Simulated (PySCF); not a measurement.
## A study: C₄H₁₂Ge, SMILES `C[Ge](C)(C)C`

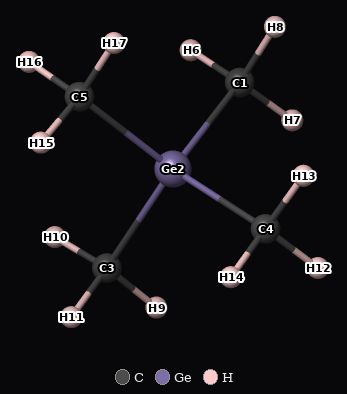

The molecule, with its atoms numbered as below. No frequency check shows the geometry to be a minimum.

Cartesian coordinates (Å):

```
C1       0.9821    1.0868   -1.3421
Ge2     -0.0003   -0.0001    0.0005
C3      -1.0314   -1.4254   -0.9241
C4       1.2974   -0.8297    1.2562
C5      -1.2498    1.1681    1.0123
H6       0.2949    1.5317   -2.0563
H7       1.6874    0.4721   -1.8949
H8       1.5345    1.8875   -0.8627
H9      -0.3718   -2.0637   -1.5054
H10     -1.7630   -0.9944   -1.6022
H11     -1.5583   -2.0478   -0.2092
H12      2.0005   -1.4623    0.7232
H13      1.8876   -0.0672    1.7597
H14      0.7853   -1.4402    1.9937
H15     -1.8159    0.5934    1.7370
H16     -1.9539    1.6526    0.3417
H17     -0.7067    1.9442    1.5448
```

## 1. Bonding charge

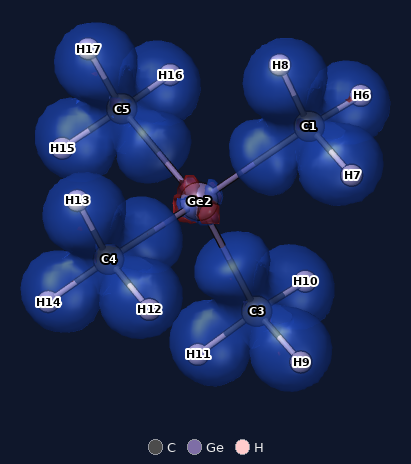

Deformation density (molecule less spherical, spin-averaged free atoms at the same positions), surfaces at ±0.08 e/Å³; blue: gain, red: loss.

Computed with PySCF, BP86/def2-SVPD, geometry: GFN2-xTB.

Q: How much density has each bond gained at its critical point, relative to the free atoms?

A: C5–H15, C1–H8 and C3–H11: +0.62 e/Å³ at the bond critical point (bond length 1.08 Å). C4–H12, C4–H14, C3–H9, C1–H6 and 5 more like them: +0.62 e/Å³ at the bond critical point (bond length 1.09 Å). Ge2–C4, Ge2–C3, C1–Ge2 and Ge2–C5: +0.17 e/Å³ at the bond critical point (bond length 1.99 Å). In all, 3.2 electrons gather in the regions of gain relative to the promolecule.

## 2. Bond critical points

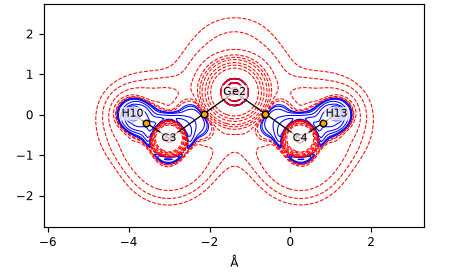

Negative Laplacian of the density (−∇²ρ) in the plane of Ge2, C3, C4, H10 and H13 (solid blue lines positive, dashed red lines negative, contours at ±0.02 to ±8 a.u.), with bond paths and bond critical points (dots).

Q: Sort the bonds in the plane by the sign of ∇²ρ at their critical points.

A: Concentrated (∇²ρ < 0): C3–H10 and C4–H13 (−0.95 a.u.). Depleted (∇²ρ > 0): Ge2–C4 and Ge2–C3 (+0.03 a.u., H = −0.071). A positive Laplacian with clearly negative H marks a strongly polar covalent bond, whose critical point lies close to the core of the less electronegative atom.

Q: Where along C3–H10 does the critical point lie?

A: 0.68 Å from C3 and 0.41 Å from H10.

## 3. Local ionisation energy

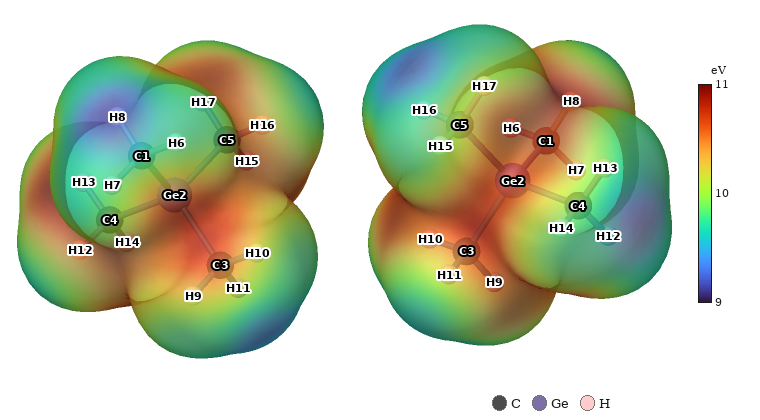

Average local ionisation energy on the surface of electron density 0.001 a.u. (back view left, front view right).

Q: Locate the minima of the map.

A: The lowest value is 9.2 eV, near H16 (1.85 Å), H15 (1.91 Å), H17 (1.95 Å) and C5 (1.99 Å), and at like points elsewhere. For comparison, the highest occupied orbital lies at −6.9 eV.

## 4. In an electric field

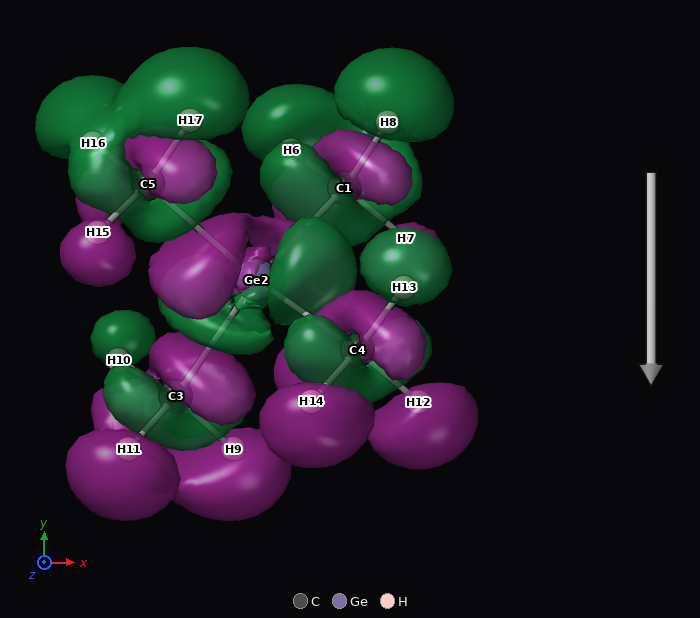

Change of the electron density in a uniform field of 0.26 V/Å along −y (arrow), surfaces at ±0.002 e/Å³ (green: gain, purple: loss).

Method: B3LYP/def2-SVP; geometry: GFN2-xTB; program: PySCF. A basis without diffuse functions makes polarisabilities too small.

Q: What dipole is induced, and what polarisability does it imply?

A: The induced dipole is 0.91 D (along the field); α along this axis, from the fields in both directions, is 71 bohr³ (10.6 Å³).

Q: Which atoms gain and lose the most charge?

A: Electrons gather most on H8 and H17 alike (Hirshfeld charge changes by −0.009 e) and leave H9 and H11 alike most (+0.008 e); 0.090 electrons are displaced in all.

## 5. Removing or adding an electron

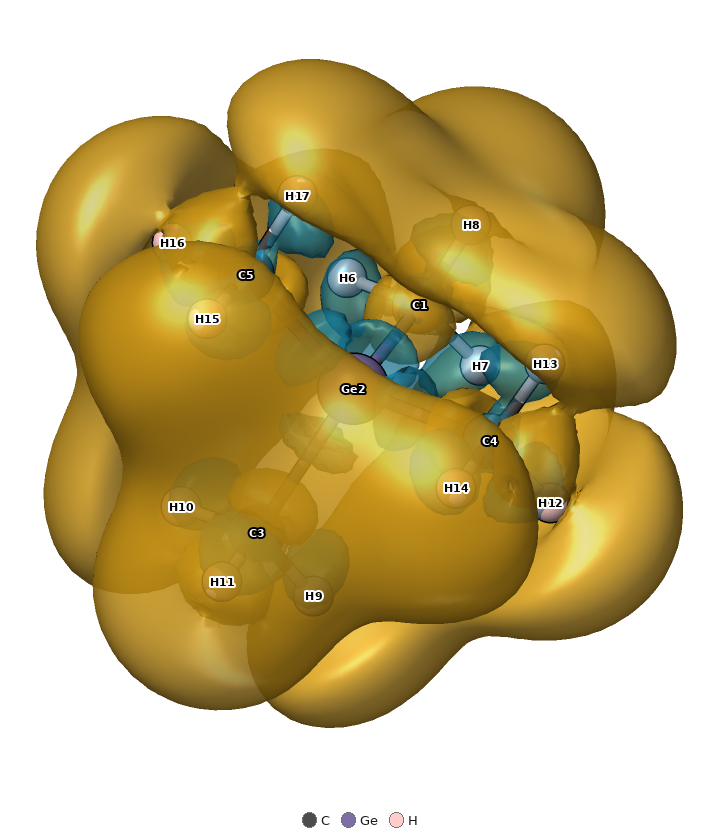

Fukui function f⁺ = ρ(N+1) − ρ(N) at fixed geometry, surfaces at ±0.004 e/Å³ (yellow positive, teal negative).

Method: PBE/def2-SVP; geometry: GFN2-xTB; program: PySCF.

Q: On which atoms does the density change most on addition of an electron?

A: f⁺ (Hirshfeld-condensed) is largest on Ge2 (0.07), H6, H7, H8, H9, H10, H11, H12, H13, H14, H15, H16 and H17 (0.06 each) and C1, C3, C4 and C5 (0.04 each); the vertical electron affinity is −2.54 eV (the stability of the anion's solution wasn't checked; negative, but this basis has no diffuse functions, so it doesn't show that the anion is unbound). Condensed values hint at sites of nucleophilic attack but needn't mark the atom that reacts. Shares this close don't rank the sites. Orbital relaxation makes it negative in places (0.08 e in all).

```tsv
atom	f⁺	charge
C1	+0.04	−0.19
Ge2	+0.07	+0.38
C3	+0.04	−0.19
C4	+0.04	−0.19
C5	+0.04	−0.19
H6	+0.06	+0.03
H7	+0.06	+0.03
H8	+0.06	+0.03
H9	+0.06	+0.03
H10	+0.06	+0.03
H11	+0.06	+0.03
H12	+0.06	+0.03
H13	+0.06	+0.03
H14	+0.06	+0.03
H15	+0.06	+0.03
H16	+0.06	+0.03
H17	+0.06	+0.03
```

## 6. Localised orbitals

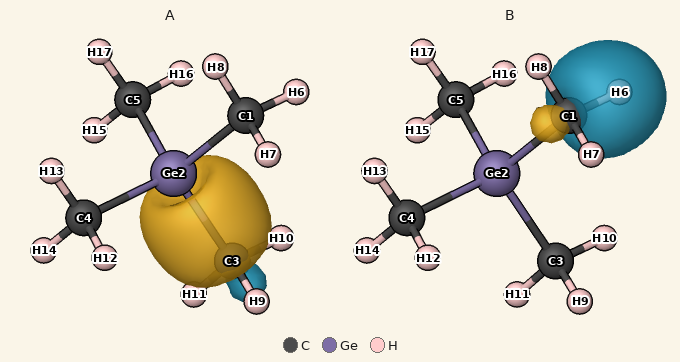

Pipek–Mezey orbitals, occupied; each surface holds about 80 % of the orbital's density. Energies are diagonal elements of the Fock matrix.

PySCF calculation, ωB97X/def2-TZVP, gas phase; geometry: GFN2-xTB.

Q: Identify each orbital.

A: By panel:
- A: σ bond C3–Ge2 (C3 61 %, Ge2 38 %; −13.8 eV)
- B: σ bond C1–H6 (C1 56 %, H6 44 %; −15.8 eV)

Q: How do all the valence pairs divide up?

A: 21 pairs: 16 σ bonds and 5 d pairs.
